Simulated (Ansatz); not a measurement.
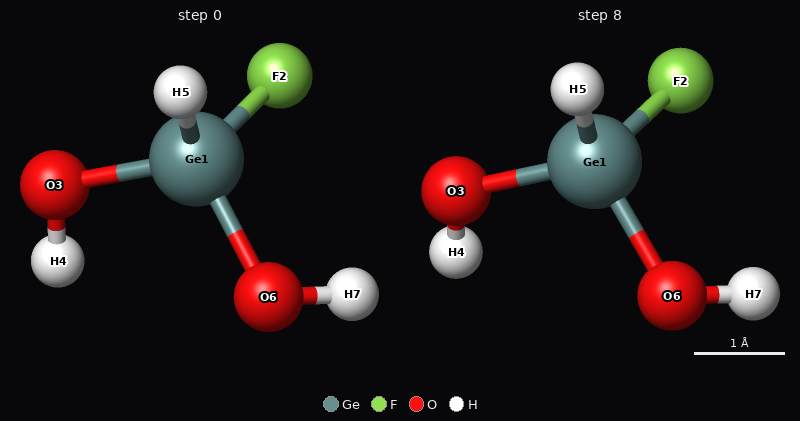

The structure of GeH3O2F before (left) and after (right) a relaxation, at one scale.

The picture is a ball-and-stick view, seen at a tilt.

The run prepares the start of a later molecular dynamics calculation, from a guessed geometry.

These are results of Ansatz 0.2.0, RKS BHLYP-D4/def2-SVP, not measurements. Set-up: no spin polarisation; force threshold 0.02 eV/Å; at most 40 steps.

Summarise the run.

Answer. H4 moves most after the best rigid fit: 0.11 Å. Largest moves by element: H 0.11 Å, O 0.10 Å, Ge 0.06 Å, F 0.06 Å. Near-neighbour distances that change, for instance: O3–H4 1.010 → 0.956 Å, Ge1–F2 1.680 → 1.727 Å, Ge1–H5 1.549 → 1.511 Å, Ge1–O3 1.770 → 1.737 Å. Among the angles between lasting bonds that change: H5–Ge1–O6 109.5° → 115.8°, Ge1–O3–H4 109.5° → 115.2°, F2–Ge1–O6 109.5° → 104.1°. The energy falls by 24.9 kJ/mol in 8 geometry steps. Largest force component: 2.6 eV/Å at the start, 0.013 eV/Å at the end.
